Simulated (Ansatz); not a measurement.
**Fields on a plane of AgI (wurtzite)**

```
AgI
1.0
    4.68522     0.00000     0.00000
   -2.34261     4.05752     0.00000
    0.00000     0.00000     7.66214
Ag I
2 2
Direct
  0.66667   0.33333   0.00005
  0.33333   0.66667   0.50005
  0.66667   0.33333   0.62515
  0.33333   0.66667   0.12515
```

The slice is a (-1 1 0 2) plane (indices of the conventional cell) through the point (0.333, 0.667, 0.125) (fractional), spanned by u = [110] and v = [1 -1 1] in vectors of this cell: u (4.69 Å) and v (11.16 Å, at 90° to u). It covers one period; positions are fractions (u, v).

Atoms on it: Ag at (0.50, 0.85), 0.2 Å off the plane; I at (0.00, 0.00). Other atoms lie within 1 Å of the plane.

Level of theory: PBE (plane waves to 420 eV, PAW, scalar-relativistic; Ansatz, a first-principles code). k mesh 8×8×5. These are valence fields of a PAW run, semicore shells included where kept as valence: close to a nucleus they are smooth pseudo fields. AgI was relaxed with its symmetry unable to fall. Spin-orbit coupling is left out, though I is heavy.

```
|x#@+.:.+@#|
|%@%.=*=.%@|
|@%:-%x%-:%|
|-:.=%x%=.:|
|  .:+*+:. |
|  ..:::.. |
|   .....  |
|   .:::.  |
|    .:.   |
|.   ...   |
|*=..:::..=|
|@@=.-=-.=@|
|@@*.+*+.*@|
|%@%.=*=.%@|
|@@%::=::%@|
|@@*:.:.:*@|
|#*-. . .-*|
|.         |
|          |
|::.     .:|
|@@*:   :*@|
|%@@*. .*@@|
|x#@@: :@@#|
|xx%@:.:@%x|
```
Scale: ten equal steps from 0.00 (start of ' ') to 0.72 (end of '@'), in the order ' .:-=+*#%@'. Values: electron localisation function (ELF). The map has 10 points along u (one character each, u = 0 at the left) and 24 along v (v = 0 in the bottom row). Points within 0.5 Å of a nucleus are blanked (x), as the pseudised field means little there.

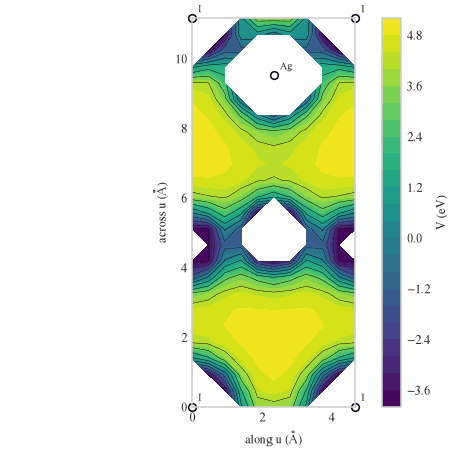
Fig. 1. Electrostatic potential energy of an electron, from the cell's mean, in eV, one period of the plane, atoms marked. Points within 1 Å of a nucleus are left white, as the pseudised field means little there. Values under -4 eV are set to -4. The zero, the cell's mean, hangs on the PAW cores.
